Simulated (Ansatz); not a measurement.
The reference is HfO2 in the fluorite structure (space group Fm-3m, No. 225; a = 5.058 Å). Axes: x, y, z lie along the cube axes.

Modification: a free-standing slab of 4 layers (12 atoms, 3 a layer) is cut normal to [111], with 15 Å of vacuum and the in-plane cell held at bulk.

Computed with Kohn–Sham DFT with the r2SCAN functional, run in Ansatz (a first-principles code) with PAW and 500 eV plane waves, without spin-orbit coupling.

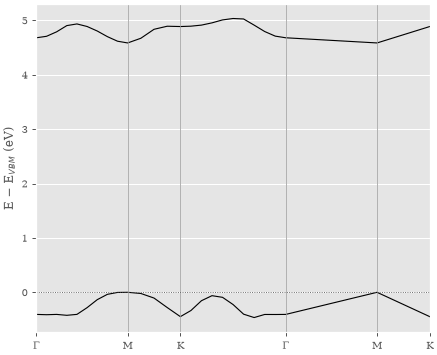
*Highest valence and lowest conduction band along the path of the changed cell's own zone*

**Question.** Read the changed gap and its character from the plot.

**Answer.** About 4.6 eV, direct at M.

Spin-orbit coupling, missing from the scalar runs, can matter with Hf. Stability against distortions was not tested. This is not the structure that HfO2 has at room temperature and ambient pressure. k-point labels follow each cell's own Brillouin zone.
